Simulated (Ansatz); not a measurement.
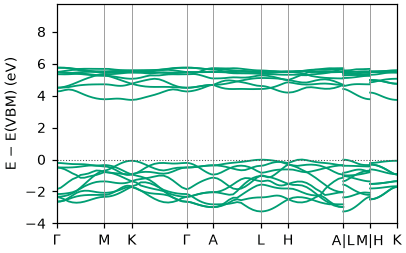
Figure. Band structure from DFT-LDA in the program Ansatz with PAW potentials

Read off the gap and where the band edges lie.

About 3.7 eV (3.73 eV by a search for the band edges); maximum on the H–A line, 23 % of the way from H, minimum at K.

The material is La2O3 (La2O3 or Ni2Al3 type, P-3m1).

The cell was relaxed with LDA under the symmetry of its start. Scalar-relativistic: spin–orbit coupling is off unless named, which matters more the heavier the elements.

Potentials: the earlier of the program's two PAW sets. The files were generated under PBE; for other functionals the program regenerates the frozen cores, and for LDA and PBEsol the local potential too.
